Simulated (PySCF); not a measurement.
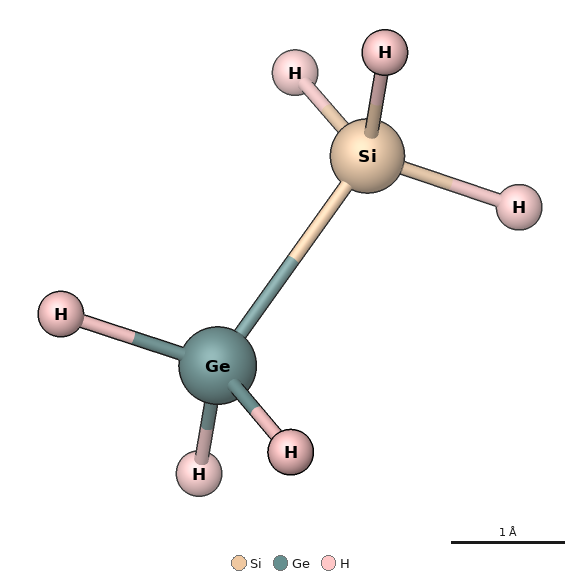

Atoms fade into the background with distance from the viewer. Computed geometry: PBE0-D3(BJ)/def2-SVP optimisation. No frequency run is at hand to confirm it as a minimum. Masses are those of the most abundant isotopes; constants are for the rigid equilibrium geometry.

Classify the rotor and give the rotational constants (cm⁻¹).

Answer. A prolate symmetric top (C3v): A = 1.38, B = C = 0.120 cm⁻¹.
